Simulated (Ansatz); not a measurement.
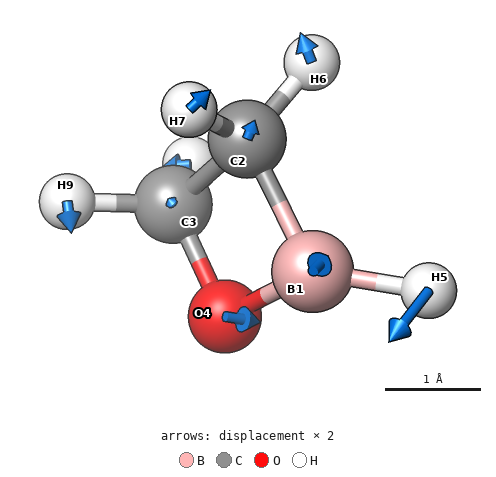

This is a relaxation of C$_{2}$H$_{5}$BO (coarse preliminary run). The starting structure is drawn; blue arrows show the displacements, magnified 2 times. The two geometries are superimposed by the best rigid fit.

A ball-and-stick model, seen at a tilt.

The start comes from a force field.

These are results of RKS PBE-D4/def2-SVP (Ansatz), not measurements.

Input file:
```yaml
crystal:
  periodic: [false, false, false]
  atoms:
    - {symbol: B, position_ang: [-0.253000, 0.230100, -1.231200]}
    - {symbol: C, position_ang: [0.481100, 0.522900, 0.127600]}
    - {symbol: C, position_ang: [-0.147600, -0.729400, 0.603700]}
    - {symbol: O, position_ang: [-0.674700, -0.984700, -0.592400]}
    - {symbol: H, position_ang: [-0.885600, 1.055100, -1.918000]}
    - {symbol: H, position_ang: [0.124500, 1.442900, 0.667500]}
    - {symbol: H, position_ang: [1.613500, 0.465800, 0.004100]}
    - {symbol: H, position_ang: [-0.816400, -0.555000, 1.426800]}
    - {symbol: H, position_ang: [0.646700, -1.494000, 0.894700]}
basis:
  gaussian: {orbitals: def2-SVP}
hamiltonian: {xc: pbe, dispersion: d4}
relax: {f_tol: 0.03, max_steps: 200}
```

Question: Which element moves most?

Answer: Hydrogen: up to 0.42 Å, against 0.24 Å for oxygen.

Question: What did the optimiser do to the structure, and how much energy did it gain?

Answer: The energy falls by 1.268 eV in 6 geometry steps. Largest force component: 5.5 eV/Å at the start, 0.013 eV/Å at the end. The atom that moves furthest after the best rigid fit is H5 (0.42 Å). By element the largest moves are H 0.42 Å, O 0.24 Å, B 0.22 Å, C 0.11 Å. Among the contacts that change: C3–O4 1.332 → 1.469 Å, C2–C3 1.480 → 1.544 Å, B1–O4 1.436 → 1.376 Å, C3–H8 1.075 → 1.110 Å. Bond angles that change, for instance: C2–B1–H5 126.2° → 140.2°, C2–B1–O4 84.8° → 95.5°, O4–C3–H8 118.2° → 110.1°. The run took about 30 core-seconds on a shared host.
